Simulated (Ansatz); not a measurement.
# SiAsH₃ (triplet): from Hartree-Fock to the top rungs, cc-pVDZ

Aim: climb from Hartree-Fock through coupled cluster for SiAsH₃ (triplet) at one geometry and basis, and see what each rung misses.

The runs use Ansatz 0.2.0, Gaussian basis; cc-pVDZ, core rule «outside noble gas», up to 19 orbitals frozen.

Plan: UHF; CCSD(T) on ROHF; CCSD(T) on UHF; BCCD(T) on ROHF; CISD as a restricted active space (open shells left free, so some higher excitations enter); CCSDT(Q) on ROHF; CCSDT(Q) on UHF.

12 further runs of the same task are left out: 6 that didn't finish, 6 set aside as unsound or not needed. Runs told in other sessions of the task aren't counted.

### 1 What is computed

The geometry is a PBE0/def2-TZVP stationary point (not a proven minimum) of the parent state, kept for this charge and spin. No spin-orbit coupling is included. The filled d shell of As may be among the frozen orbitals whatever the setting's name suggests.

5 atoms, charge 0, spin multiplicity 3.

Atoms are counted from 1 here; the program's logs count them from 0.

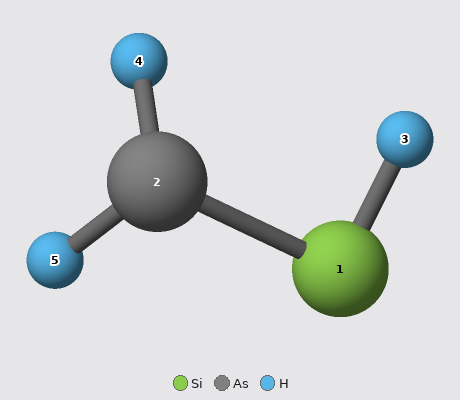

The geometry (silicon green, arsenic grey, hydrogen blue); atoms are numbered from 1 in the order of the file.

In the tables R marks a restricted open-shell determinant and U an unrestricted one; energies count from the table's Hartree-Fock row.

### 2 UHF

Contents of in.yaml:

```yaml
crystal:
  periodic: [false, false, false]
  atoms:
    - {symbol: Si, position_ang: [-0.042523, 0.096063, 1.701345]}
    - {symbol: As, position_ang: [0.039651, -0.018372, -0.635225]}
    - {symbol: H, position_ang: [0.026769, -1.426596, 1.763999]}
    - {symbol: H, position_ang: [-0.998195, -1.075279, -0.943937]}
    - {symbol: H, position_ang: [-0.790994, 1.190790, -1.009616]}
basis:
  gaussian: {orbitals: cc-pVDZ}
magnetization: {spin_polarized: true, initial_magnetization: 2}
hamiltonian: {xc: hf}
output: {orbitals: {seedname: orbitals}}
```

Started as:

```bash
> ansatz run in.yaml --threads 1 --pin off --events-out ev --progress --plain --max-ram 2393MiB
```

The log of the run:

```text
Functional definition: HF
  name "HF"
  cite "Fock, Z. Phys. 61, 126 (1930) doi:10.1007/BF01340294"
  parent pbe
  exchange = exact_x
  correlation = 0
644 factors; integrals over basis functions are off by at most 1.3e-3 eV
mean field evaluation 1: about -68701.0195 eV, gradient 8.2e0 eV
mean field evaluation 2: about -68701.0230 eV, gradient 8.2e0 eV
mean field evaluation 4: about -68702.1353 eV, gradient 1.3e0 eV
mean field evaluation 8: about -68702.2270 eV, gradient 2.0e-1 eV
mean field -68702.23166515 eV, -2524.7604456492 hartree, gradient 2.6e-5 eV, S^2 2.015370; 0 other end points of the search recorded, 0 dependent functions left out
reference -68702.23166515 eV, -2524.7604456492 hartree; 26, 24 occupied and 34, 36 virtual orbitals, 644 factors
Total energy: -68702.23166515 eV, -2524.7604456492 hartree
```

It took 0.96 s on 1 thread of Arm Neoverse V2, shared host.

From the report: ⟨S²⟩ of the determinant 2.015 (pure triplet: 2.00).

### 3 CCSD(T) on ROHF

Changes to in.yaml since step 2:

```diff
@@ -10,4 +10,3 @@
   gaussian: {orbitals: cc-pVDZ}
-magnetization: {spin_polarized: true, initial_magnetization: 2}
-hamiltonian: {xc: hf}
-output: {orbitals: {seedname: orbitals}}
+magnetization: {spin_polarized: false, initial_magnetization: 2}
+correlation: {method: ccsd_t, electrons: outside_noble_gas}
```

Launched as before.

The log of the run, cut to the lines that bear on the results:

```text
Functional definition: HF
  name "HF"
  cite "Fock, Z. Phys. 61, 126 (1930) doi:10.1007/BF01340294"
  parent pbe
[...]
644 factors; integrals over basis functions are off by at most 1.3e-3 eV
[...]
mean field -68702.15198582 eV, -2524.7575174878 hartree, gradient 1.5e-6 eV, S^2 2.000000; 1 other end points of the search recorded, 0 dependent functions left out
[...]
19 core orbitals not correlated: weight in the atoms' cores, before any rotation towards them, 1.000 or more for the frozen orbitals, at most 0.000 for the correlated occupied ones
reference -68702.15198582 eV, -2524.7575174878 hartree; 7, 5 occupied and 34, 36 virtual orbitals, 644 factors
second order -4.90056334 eV of doubles, -0.04426601 eV of singles
cycle   1  -5.68852377 eV  change   -7.4e-1 eV  update   7.7e-2
[...]
cycle  14  -6.03340963 eV  change    5.5e-6 eV  update   5.5e-6
perturbative correction -0.18725097 eV, -0.0068813462 hartree
Total energy: -68708.37264642 eV, -2524.9861225483 hartree
```

Wall time 2.7 s (1 thread of Arm Neoverse V2, shared host).

From the report: correlation -6.2207 eV; T1 0.036; largest double amplitude 0.04.

### 4 CCSD(T) on UHF

Changes to in.yaml since step 3:

```diff
@@ -10,3 +10,3 @@
   gaussian: {orbitals: cc-pVDZ}
-magnetization: {spin_polarized: false, initial_magnetization: 2}
+magnetization: {spin_polarized: true, initial_magnetization: 2}
 correlation: {method: ccsd_t, electrons: outside_noble_gas}
```

Same command.

The log of the run, cut to the lines that bear on the results:

```text
Functional definition: HF
  name "HF"
  cite "Fock, Z. Phys. 61, 126 (1930) doi:10.1007/BF01340294"
  parent pbe
[...]
644 factors; integrals over basis functions are off by at most 1.3e-3 eV
[...]
mean field -68702.23166515 eV, -2524.7604456492 hartree, gradient 2.8e-6 eV, S^2 2.015370; 1 other end points of the search recorded, 0 dependent functions left out
determinant -68702.23166515 eV, -2524.7604456492 hartree, with singles and doubles -68708.18646942 eV, -2524.9792806696 hartree
determinant -68700.06904120 eV, -2524.6809706847 hartree, with singles and doubles -68706.39476179 eV, -2524.9134366289 hartree
19 core orbitals not correlated: weight in the atoms' cores, before any rotation towards them, 1.000 or more for the frozen orbitals, at most 0.000 for the correlated occupied ones
reference -68702.23166515 eV, -2524.7604456492 hartree; 7, 5 occupied and 34, 36 virtual orbitals, 644 factors
second order -4.87953521 eV of doubles, -0.00000000 eV of singles
cycle   1  -5.95543042 eV  change   -6.3e-4 eV  update   3.0e-3
[...]
cycle   9  -5.95770912 eV  change   -1.8e-7 eV  update   8.1e-6
perturbative correction -0.18441513 eV, -0.0067771310 hartree
Total energy: -68708.37378941 eV, -2524.9861645522 hartree
```

It took 3.5 s on 1 thread of Arm Neoverse V2, shared host.

From the report: ⟨S²⟩ of the determinant 2.015 (pure triplet: 2.00); correlation -6.1421 eV; T1 0.026; largest double amplitude 0.04.

### 5 BCCD(T) on ROHF

Changes to in.yaml since step 4:

```diff
@@ -10,3 +10,3 @@
   gaussian: {orbitals: cc-pVDZ}
-magnetization: {spin_polarized: true, initial_magnetization: 2}
-correlation: {method: ccsd_t, electrons: outside_noble_gas}
+magnetization: {spin_polarized: false, initial_magnetization: 2}
+correlation: {method: bccd_t, electrons: outside_noble_gas}
```

The command is unchanged.

The log of the run, cut to the lines that bear on the results:

```text
Functional definition: HF
  name "HF"
  cite "Fock, Z. Phys. 61, 126 (1930) doi:10.1007/BF01340294"
  parent pbe
[...]
644 factors; integrals over basis functions are off by at most 1.3e-3 eV
[...]
mean field -68702.15198582 eV, -2524.7575174878 hartree, gradient 1.5e-6 eV, S^2 2.000000; 1 other end points of the search recorded, 0 dependent functions left out
[...]
19 core orbitals not correlated: weight in the atoms' cores, before any rotation towards them, 1.000 or more for the frozen orbitals, at most 0.000 for the correlated occupied ones
reference -68702.15198582 eV, -2524.7575174878 hartree; 7, 5 occupied and 34, 36 virtual orbitals, 644 factors
second order -4.90056334 eV of doubles, -0.04426601 eV of singles
cycle   1  -5.71510471 eV  change   -7.7e-1 eV  update   7.7e-2
[...]
cycle  14  -6.02810109 eV  change    4.0e-6 eV  update   8.6e-6
perturbative correction -0.19417097 eV, -0.0071356514 hartree
Total energy: -68708.37425788 eV, -2524.9861817685 hartree
```

It took 3.1 s on 1 thread of Arm Neoverse V2, shared host.

From the report: correlation -6.2223 eV; largest double amplitude 0.04.

### 6 CISD as a restricted active space (open shells left free, so some higher excitations enter)

Changes to in.yaml since step 5:

```diff
@@ -11,2 +11,2 @@
 magnetization: {spin_polarized: false, initial_magnetization: 2}
-correlation: {method: bccd_t, electrons: outside_noble_gas}
+correlation: {active_space: {ras: {orbitals: [5, 2, 34], electrons: 12, max_holes: 2, max_particles: 2}, fixed_orbitals: true}}
```

The command is unchanged.

The log of the run:

```text
Functional definition: HF
  name "HF"
  cite "Fock, Z. Phys. 61, 126 (1930) doi:10.1007/BF01340294"
  parent pbe
  exchange = exact_x
  correlation = 0
644 factors; integrals over basis functions are off by at most 1.3e-3 eV
mean field evaluation 1: about -68701.0342 eV, gradient 9.8e0 eV
mean field evaluation 2: about -68701.0375 eV, gradient 9.8e0 eV
mean field evaluation 4: about -68702.0471 eV, gradient 1.4e0 eV
mean field evaluation 8: about -68702.1517 eV, gradient 1.5e-1 eV
mean field evaluation 16: about -68702.1211 eV, gradient 1.1e0 eV
mean field -68702.15198582 eV, -2524.7575174878 hartree, gradient 1.5e-6 eV, S^2 2.000000; 1 other end points of the search recorded, 0 dependent functions left out
reference -68702.15198582 eV, -2524.7575174878 hartree; 26, 24 occupied and 34, 36 virtual orbitals, 644 factors
state -68707.65519723 eV, -2524.9597567770 hartree
Total energy: -68707.65519723 eV, -2524.9597567770 hartree
```

Run time: 2.8 s. Hardware: 1 thread of Arm Neoverse V2, shared host.

From the report: 253,791 determinants.

### 7 CCSDT(Q) on ROHF

Changes to in.yaml since step 6:

```diff
@@ -11,2 +11,2 @@
 magnetization: {spin_polarized: false, initial_magnetization: 2}
-correlation: {active_space: {ras: {orbitals: [5, 2, 34], electrons: 12, max_holes: 2, max_particles: 2}, fixed_orbitals: true}}
+correlation: {method: ccsdt_q, electrons: outside_noble_gas}
```

Launched as before.

The log of the run, cut to the lines that bear on the results:

```text
Functional definition: HF
  name "HF"
  cite "Fock, Z. Phys. 61, 126 (1930) doi:10.1007/BF01340294"
  parent pbe
[...]
1199 factors; integrals over basis functions are off by at most 2.1e-7 eV
[...]
mean field -68702.15209620 eV, -2524.7575215443 hartree, gradient 1.6e-6 eV, S^2 2.000000; 1 other end points of the search recorded, 0 dependent functions left out
[...]
19 core orbitals not correlated: weight in the atoms' cores, before any rotation towards them, 1.000 or more for the frozen orbitals, at most 0.000 for the correlated occupied ones
reference -68702.15209620 eV, -2524.7575215443 hartree; 7, 5 occupied and 34, 36 virtual orbitals, 1199 factors
second order -4.90059710 eV of doubles, -0.04426609 eV of singles
cycle   1  -5.68852199 eV  change   -7.4e-1 eV  update   8.6e-2
[...]
cycle  20  -6.25719705 eV  change    3.9e-7 eV  update   6.7e-7
perturbative correction -0.01014456 eV, -0.0003728056 hartree
Total energy: -68708.41943781 eV, -2524.9878421001 hartree
```

Run time: 67 s. Hardware: 1 thread of Arm Neoverse V2, shared host; peak memory 0.7 GiB.

From the report: correlation -6.2673 eV; T1 0.040; largest double amplitude 0.05.

### 8 CCSDT(Q) on UHF

Changes to in.yaml since step 7:

```diff
@@ -10,3 +10,3 @@
   gaussian: {orbitals: cc-pVDZ}
-magnetization: {spin_polarized: false, initial_magnetization: 2}
+magnetization: {spin_polarized: true, initial_magnetization: 2}
 correlation: {method: ccsdt_q, electrons: outside_noble_gas}
```

Same command.

The log of the run, cut to the lines that bear on the results:

```text
Functional definition: HF
  name "HF"
  cite "Fock, Z. Phys. 61, 126 (1930) doi:10.1007/BF01340294"
  parent pbe
[...]
1199 factors; integrals over basis functions are off by at most 2.1e-7 eV
[...]
mean field -68702.23177578 eV, -2524.7604497146 hartree, gradient 3.5e-6 eV, S^2 2.015370; 1 other end points of the search recorded, 0 dependent functions left out
determinant -68702.23177578 eV, -2524.7604497146 hartree, with singles and doubles -68708.18657629 eV, -2524.9792845971 hartree
determinant -68700.06915189 eV, -2524.6809747526 hartree, with singles and doubles -68706.39487793 eV, -2524.9134408969 hartree
19 core orbitals not correlated: weight in the atoms' cores, before any rotation towards them, 1.000 or more for the frozen orbitals, at most 0.000 for the correlated occupied ones
reference -68702.23177578 eV, -2524.7604497146 hartree; 7, 5 occupied and 34, 36 virtual orbitals, 1199 factors
second order -4.87956845 eV of doubles, -0.00000000 eV of singles
cycle   1  -5.62521204 eV  change   -7.5e-1 eV  update   8.5e-2
[...]
cycle  20  -6.17836153 eV  change    3.9e-7 eV  update   6.2e-7
perturbative correction -0.01058045 eV, -0.0003888244 hartree
Total energy: -68708.42071776 eV, -2524.9878891374 hartree
```

Run time: 61 s. Hardware: 1 thread of Arm Neoverse V2, shared host; peak memory 0.59 GiB.

From the report: ⟨S²⟩ of the determinant 2.015 (pure triplet: 2.00); correlation -6.1889 eV; T1 0.029; largest double amplitude 0.05.

### 9 The ladder

The yardstick is UCCSDT(Q), where the cluster series has nearly closed. Rows without a time are mean-field rows or come out of runs for another level: lower rungs of the coupled-cluster runs, or the Hartree-Fock search.

Differences are taken before rounding.

| method | energy from the lowest ROHF (kJ/mol) | from UCCSDT(Q) (kJ/mol) | time |
| --- | --- | --- | --- |
| ROHF | 0.0 | +604.8 |  |
| UHF | -7.7 | +597.2 |  |
| RMP2 | -477.1 | +127.7 |  |
| UMP2 | -478.5 | +126.3 |  |
| CISD | -531.0 | +73.9 | 2.8 s |
| RCCSD | -582.1 | +22.7 |  |
| UCCSD | -582.5 | +22.3 |  |
| RCCSD(T) | -600.2 | +4.6 | 2.7 s |
| UCCSD(T) | -600.3 | +4.5 | 3.5 s |
| BCCD(T) | -600.4 | +4.5 | 3.1 s |
| RCCSDT | -603.7 | +1.1 |  |
| UCCSDT | -603.8 | +1.0 |  |
| RCCSDT(Q) | -604.7 | +0.1 | 67 s |
| UCCSDT(Q) | -604.8 | 0 | 61 s |

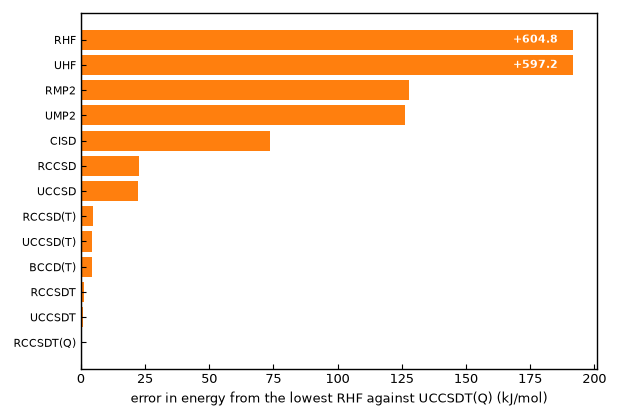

How far each level lands from UCCSDT(Q). Bars with a number in them are cut short.

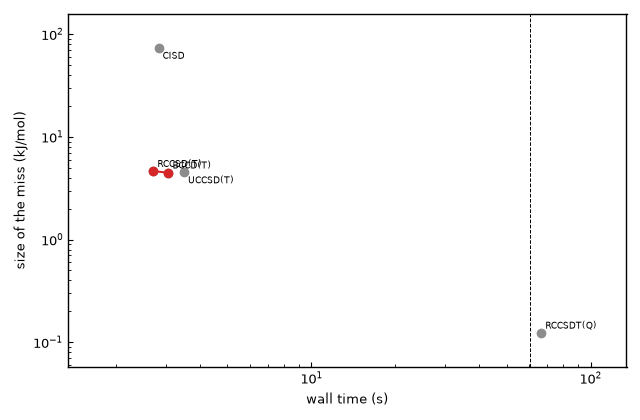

Miss against cost. Red marks the levels that no quicker level drawn beats (of those quicker than the yardstick), and the dashed line is the time of UCCSDT(Q). Times are from a shared host.

### 10 What came out

| quantity | value |
| --- | --- |
| UCCSDT(Q) from the ROHF energy | -6.2687 eV |
| RMP2 from UCCSDT(Q) | +127.7 kJ/mol |
| UMP2 from UCCSDT(Q) | +126.3 kJ/mol |
| RCCSD from UCCSDT(Q) | +22.7 kJ/mol |
| RCCSD(T) from UCCSDT(Q) | +4.6 kJ/mol |
| UCCSD(T) from UCCSDT(Q) | +4.5 kJ/mol |
| RCCSDT(Q) from UCCSDT(Q) | +0.1 kJ/mol |
| levels within 1 kcal/mol (43 meV) | RCCSDT, UCCSDT, RCCSDT(Q) |
| T1 diagnostic | 0.036 |

RCCSD(T) lands +4.6 kJ/mol from the yardstick (0.8 % of the correlation energy). These misses are within one basis, not against nature; the frozen cores of restricted and unrestricted runs differ, which can shift their rows.

With open shells the CI space here admits some higher excitations, so it is larger than plain CISD.

BCCD(T) reaches 4.5 kJ/mol from the reference in 3.1 s, where UCCSDT(Q) took 61 s; the quickest level in the cost chart, RCCSD(T), takes 2.7 s and misses by 4.6 kJ/mol.
